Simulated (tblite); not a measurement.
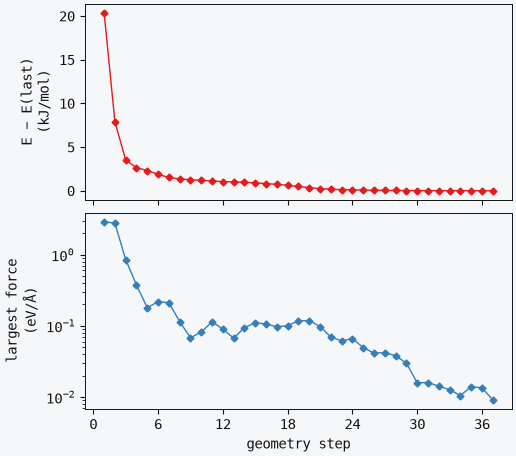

History of a geometry optimisation.

The run: C5H6N2O2 (SMILES CC(=O)c1noc(C)n1), by GFN2-xTB geometry optimisation, gas phase (tblite).

Question: How did it end, and what did it gain?

Answer: The optimisation met its thresholds at geometry 37, counting the start as the first. The energy fell by about 20 kJ/mol from the first step to the last. The largest force goes from about 2.9 eV/Å at the start to 9 × 10⁻³ eV/Å at the end.
